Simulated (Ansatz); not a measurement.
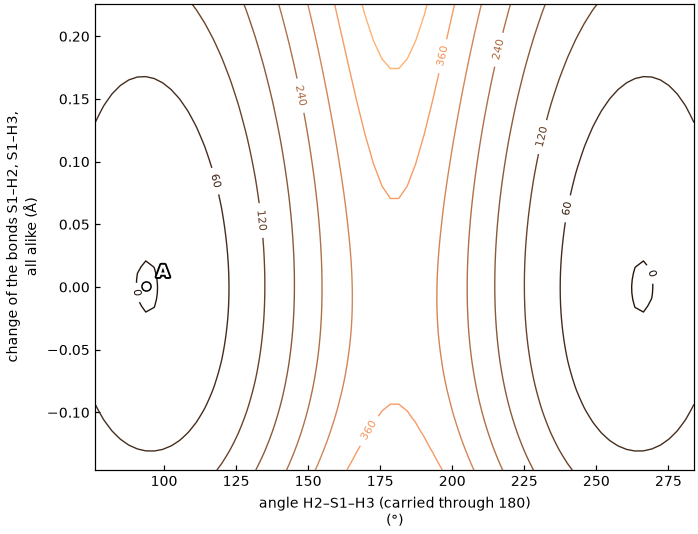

H2S, SMILES S. 
- Coordinates scanned: (1) angle H2–S1–H3 (carried through 180); (2) change of the bonds S1–H2, S1–H3, all alike.
- Nothing is relaxed (all other coordinates rigid).
- The scan uses a 15 × 15 grid; 120 points were computed and 105 follow by symmetry.
- Points are written as (first, second).
- All energies are given in kJ/mol relative to the lowest grid point.
- These are results of RHF/def2-TZVP in Ansatz, not measurements.

Drawn: contour lines labelled in kJ/mol, the point A. Between grid points the surface is interpolated.

Find the lowest pass out of the well at A.

Answer. The easiest path leads from the well at about (94°, 0.00 Å) to a well of about the same depth at about (266°, 0.00 Å). Its highest point lies about 340 kJ/mol above the bottom of the first well on the interpolated surface, at (180.0°, −0.013 Å). The start is the relaxed structure and all else is held, so a fully relaxed path at this level can only be lower.

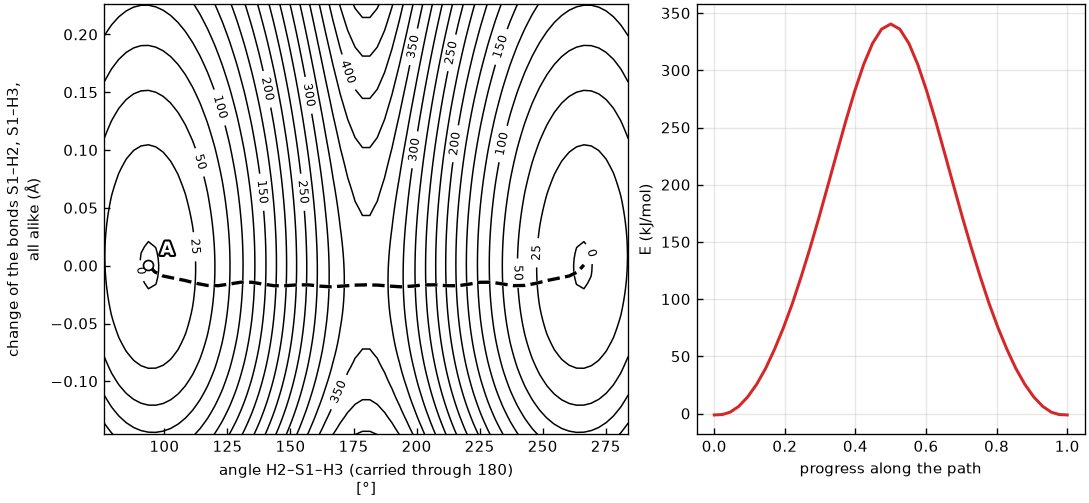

The picture shows contour lines labelled in kJ/mol, a line along the lowest path, the energy along the path at the right. Between grid points the surface is interpolated.
